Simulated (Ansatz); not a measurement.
# SiH3Br (singlet): one geometry, many settings at a displaced geometry (v1)

Aim: run SiH3Br (singlet) at one geometry under a spread of methods and options, and see what each costs and gives.

The runs use Ansatz 0.2.0, Gaussian basis; the settings change from run to run.

15 further runs of the same task are left out: 1 for a known fault of the program, 6 that didn't finish, 8 set aside as unsound or not needed.

## Step 1: What is computed

The geometry is a PBE0/def2-TZVP stationary point (not a proven minimum) with its atoms shifted at random (size 0.040 Å). No spin-orbit coupling is included. The filled d shell of Br may be among the frozen orbitals whatever the setting's name suggests; the logs give the count.

5 atoms, charge 0, spin multiplicity 1.

Atoms are counted from 1 here; the program's logs count them from 0.

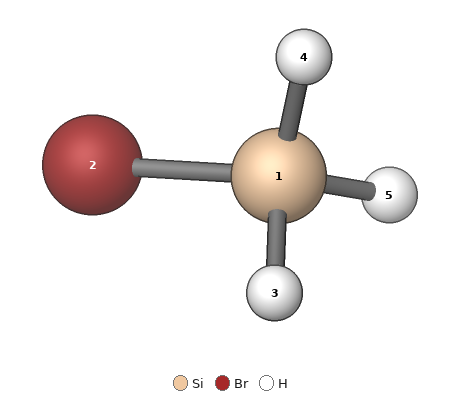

The structure; silicon light orange, bromine red, hydrogen white; atoms are numbered from 1 in the order of the file.

## Step 2: CCSD(T)/cc-pVDZ

Contents of in.yaml:

```yaml
crystal:
  periodic: [false, false, false]
  atoms:
    - {symbol: Si, position_ang: [-1.583299, 0.000526, 0.013344]}
    - {symbol: Br, position_ang: [0.635469, -0.000336, -0.003307]}
    - {symbol: H, position_ang: [-2.013368, 1.445247, -0.037416]}
    - {symbol: H, position_ang: [-2.098620, -0.726307, 1.206208]}
    - {symbol: H, position_ang: [-2.147054, -0.706968, -1.278469]}
basis:
  gaussian: {orbitals: cc-pVDZ, point_charges: [{charge: 1.00, position_ang: [3.347, -0.128, -0.082]}]}
magnetization: {spin_polarized: false}
hamiltonian: {xc: {name: PBE0}}
correlation: {method: ccsd_t, electrons: all, diis_vectors: 12}
```

Started as:

```console
ansatz run in.yaml --threads 1 --pin off --events-out ev --progress --plain --max-ram 2393MiB
```

Output:

```text
Functional definition: PBE0
  name "PBE0"
  cite "Adamo & Barone, J. Chem. Phys. 110, 6158 (1999) doi:10.1063/1.478522"
  cite "Perdew, Burke & Ernzerhof, Phys. Rev. Lett. 77, 3865 (1996) doi:10.1103/PhysRevLett.77.3865"
  parent pbe
  parameter a = 0.25
  parameter kappa = 0.804
  parameter beta = 0.06672455060314922
  exchange = (1 - a)*pbe_x(kappa = kappa, mu = beta*pi^2/3) + a*exact_x
  correlation = pbe_c(beta = beta)
626 factors; integrals over basis functions are off by at most 1.1e-3 eV
mean field evaluation 1: about -77961.4159 eV, gradient 1.1e1 eV
mean field evaluation 2: about -77961.4629 eV, gradient 1.1e1 eV
mean field evaluation 4: about -77961.8046 eV, gradient 7.6e-1 eV
mean field evaluation 8: about -77961.8067 eV, gradient 7.4e-3 eV
mean field -77961.80674882 eV, -2865.0435536087 hartree, gradient 3.4e-6 eV, S^2 0.000000; 0 other end points of the search recorded, 0 dependent functions left out
reference -77909.08052726 eV, -2863.1059007053 hartree; 26, 26 occupied and 34, 34 virtual orbitals, 626 factors
second order -6.93934474 eV of doubles, -0.28072114 eV of singles
cycle   1  -7.64812367 eV  change   -4.4e-1 eV  update   5.7e-2
cycle   2  -7.85109889 eV  change   -2.0e-1 eV  update   1.7e-2
cycle   3  -7.87838784 eV  change   -2.7e-2 eV  update   5.1e-3
cycle   4  -7.87765698 eV  change    7.3e-4 eV  update   1.1e-3
cycle   5  -7.87788242 eV  change   -2.3e-4 eV  update   2.9e-4
cycle   6  -7.87780768 eV  change    7.5e-5 eV  update   9.6e-5
cycle   7  -7.87780523 eV  change    2.4e-6 eV  update   2.6e-5
perturbative correction -0.16814954 eV, -0.0061793817 hartree
Total energy: -77917.12648203 eV, -2863.4015840895 hartree
```

It took 7.5 s on 1 thread of Arm Neoverse V1, shared host.

From the report: correlation -8.0460 eV; T1 0.007; largest double amplitude 0.03. The orbitals are Kohn-Sham ones, so correlation energy and T1 don't compare with those on Hartree-Fock orbitals.

## Step 3: HF/6-31G*

Changes to in.yaml since step 2:

```diff
@@ -9,5 +9,5 @@
 basis:
-  gaussian: {orbitals: cc-pVDZ, point_charges: [{charge: 1.00, position_ang: [3.347, -0.128, -0.082]}]}
+  gaussian: {orbitals: "6-31G*", point_charges: [{charge: -0.50, position_ang: [3.486, 0.556, 0.838]}]}
 magnetization: {spin_polarized: false}
-hamiltonian: {xc: {name: PBE0}}
-correlation: {method: ccsd_t, electrons: all, diis_vectors: 12}
+hamiltonian: {xc: hf}
+output: {orbitals: {seedname: orbitals}}
```

Launched as before.

Output:

```text
Functional definition: HF
  name "HF"
  cite "Fock, Z. Phys. 61, 126 (1930) doi:10.1007/BF01340294"
  parent pbe
  exchange = exact_x
  correlation = 0
592 factors; integrals over basis functions are off by at most 1.2e-3 eV
mean field evaluation 1: about -77900.1210 eV, gradient 1.1e1 eV
mean field evaluation 2: about -77900.1404 eV, gradient 1.1e1 eV
mean field evaluation 4: about -77900.7395 eV, gradient 1.6e0 eV
mean field evaluation 8: about -77900.7479 eV, gradient 7.0e-2 eV
mean field -77900.74791170 eV, -2862.7996827314 hartree, gradient 1.7e-5 eV, S^2 0.000000; 0 other end points of the search recorded, 0 dependent functions left out
reference -77900.74791170 eV, -2862.7996827314 hartree; 26, 26 occupied and 34, 34 virtual orbitals, 592 factors
Total energy: -77900.74791170 eV, -2862.7996827314 hartree
```

Wall time 0.66 s (1 thread of Arm Neoverse V1, shared host).

## Step 4: CCSD/cc-pVDZ

Changes to in.yaml since step 3:

```diff
@@ -9,5 +9,7 @@
 basis:
-  gaussian: {orbitals: "6-31G*", point_charges: [{charge: -0.50, position_ang: [3.486, 0.556, 0.838]}]}
-magnetization: {spin_polarized: false}
-hamiltonian: {xc: hf}
-output: {orbitals: {seedname: orbitals}}
+  gaussian: {orbitals: cc-pVDZ}
+magnetization: {spin_polarized: true, initial_magnetization: 0}
+hamiltonian: {xc: {name: r2SCAN}}
+correlation: {method: ccsd, electrons: outside_noble_gas, diis_vectors: 1}
+scf: {lower_state_search: off}
+output: {forces: true}
```

The command is unchanged.

Output (excerpt; [...] marks lines left out):

```text
Functional definition: r2SCAN
  name "r2SCAN"
  cite "Furness, Kaplan, Ning, Perdew & Sun, J. Phys. Chem. Lett. 11, 8208 (2020) doi:10.1021/acs.jpclett.0c02405"
  cite "Furness, Kaplan, Ning, Perdew & Sun, J. Phys. Chem. Lett. 11, 9248 (2020) doi:10.1021/acs.jpclett.0c03077"
  parent r2scan
[...]
626 factors; integrals over basis functions are off by at most 1.1e-3 eV
[...]
mean field -77971.60314707 eV, -2865.4035646038 hartree, gradient 1.2e-6 eV, S^2 0.000000; 0 other end points of the search recorded, 0 dependent functions left out
19 core orbitals not correlated: weight in the atoms' cores, before any rotation towards them, 1.000 or more for the frozen orbitals, at most 0.000 for the correlated occupied ones
reference -77908.44848772 eV, -2863.0826736805 hartree; 7, 7 occupied and 34, 34 virtual orbitals, 626 factors
second order -6.15981484 eV of doubles, -0.20855579 eV of singles
cycle   1  -6.92533875 eV  change   -5.6e-1 eV  update   5.7e-2
[...]
cycle  12  -7.14469828 eV  change   -3.2e-6 eV  update   2.5e-6
[...]
Total energy: -77915.59318600 eV, -2863.3452364995 hartree
Atom 0 at    -1.583299     0.000526     0.013344 Å, force    -1.202190    -0.171395    -1.288875 eV/Å
Atom 1 at     0.635469    -0.000336    -0.003307 Å, force     0.500235    -0.101829     0.014026 eV/Å
Atom 2 at    -2.013368     1.445247    -0.037416 Å, force     0.031939    -0.420983     0.163139 eV/Å
Atom 3 at    -2.098620    -0.726307     1.206208 Å, force     0.084316     0.129979    -0.004415 eV/Å
Atom 4 at    -2.147054    -0.706968    -1.278469 Å, force     0.585700     0.564228     1.116125 eV/Å
Dipole moment:    -0.251021     0.002170     0.040887 e Å
Checks for a lower state left out: starts, cluster_reference, orbital_swaps, neighbouring_geometries, increment
```

It took 15 s on 1 thread of Arm Neoverse V1, shared host.

From the report: ⟨S²⟩ of the determinant 0.000 (pure singlet: 0.00); correlation -7.1447 eV; T1 0.014; largest double amplitude 0.04. The orbitals are Kohn-Sham ones, so correlation energy and T1 don't compare with those on Hartree-Fock orbitals.

## Step 5: CCSD(T) on UHF/cc-pVDZ

Changes to in.yaml since step 4:

```diff
@@ -11,5 +11,5 @@
 magnetization: {spin_polarized: true, initial_magnetization: 0}
-hamiltonian: {xc: {name: r2SCAN}}
-correlation: {method: ccsd, electrons: outside_noble_gas, diis_vectors: 1}
-scf: {lower_state_search: off}
+correlation: {method: ccsd_t, electrons: valence}
+accuracy: high
+scf: {lower_state_search: full}
 output: {forces: true}
```

Launched as before.

Output (excerpt; [...] marks lines left out):

```text
Functional definition: HF
  name "HF"
  cite "Fock, Z. Phys. 61, 126 (1930) doi:10.1007/BF01340294"
  parent pbe
[...]
1278 factors; integrals over basis functions are off by at most 4.6e-9 eV
[...]
mean field -77908.87212444 eV, -2863.0982420431 hartree, gradient 9.4e-9 eV, S^2 0.000000; 0 other end points of the search recorded, 0 dependent functions left out
14 core orbitals not correlated: weight in the atoms' cores, before any rotation towards them, 1.000 or more for the frozen orbitals, at most 0.000 for the correlated occupied ones
reference -77908.87212444 eV, -2863.0982420431 hartree; 12, 12 occupied and 34, 34 virtual orbitals, 1278 factors
second order -6.34917492 eV of doubles, -0.00000000 eV of singles
cycle   1  -6.98092899 eV  change   -6.3e-1 eV  update   6.1e-2
[...]
cycle  18  -7.22685735 eV  change    1.1e-9 eV  update   1.6e-9
perturbative correction -0.14865058 eV, -0.0054628080 hartree
[...]
Total energy: -77916.24763237 eV, -2863.3692869603 hartree
Atom 0 at    -1.583299     0.000526     0.013344 Å, force    -1.131137    -0.172163    -1.280546 eV/Å
Atom 1 at     0.635469    -0.000336    -0.003307 Å, force     0.476517    -0.100741     0.013991 eV/Å
Atom 2 at    -2.013368     1.445247    -0.037416 Å, force     0.018615    -0.397482     0.160168 eV/Å
Atom 3 at    -2.098620    -0.726307     1.206208 Å, force     0.068239     0.117732     0.013308 eV/Å
Atom 4 at    -2.147054    -0.706968    -1.278469 Å, force     0.567766     0.552654     1.093079 eV/Å
Dipole moment:    -0.239503     0.002287     0.040404 e Å
```

Wall time 37 s (1 thread of Arm Neoverse V1, shared host); peak memory 0.42 GiB.

From the report: ⟨S²⟩ of the determinant 0.000 (pure singlet: 0.00); correlation -7.3755 eV; T1 0.007; largest double amplitude 0.04.

## Step 6: The runs in one table

Where basis and cores are those of an earlier RCCSDT(Q)/cc-pVDZ run (-77915.9407 eV), and the state is the same kind, the miss against it is given.

| level | correlated | functions | energy (eV) | from RCCSDT(Q) (meV) | time |
| --- | --- | --- | --- | --- | --- |
| CCSD(T)/cc-pVDZ (beside a point charge, on PBE0 orbitals) | all | 60 | -77917.1265 |  | 7.5 s |
| HF/6-31G* (beside a point charge) |  | 60 | -77900.7479 |  | 0.66 s |
| CCSD/cc-pVDZ (on r2SCAN orbitals) | outside noble gas | 60 | -77915.5932 | 347.5 | 15 s |
| CCSD(T) on UHF/cc-pVDZ | valence | 60 | -77916.2476 |  | 37 s |

## Step 7: What came out

```
quantity                                      value
    runs                                          4
quickest  HF/6-31G* (beside a point charge), 0.66 s
 slowest               CCSD(T) on UHF/cc-pVDZ, 37 s
```

**Reading.** Total energies in different bases, with other cores or another treatment of relativity can't be set against each other. CCSD(T) on UHF/cc-pVDZ took 56 times as long as HF/6-31G* (beside a point charge); the jobs differ in more than the method. Cores frozen from Kohn-Sham orbitals shift the total energy.
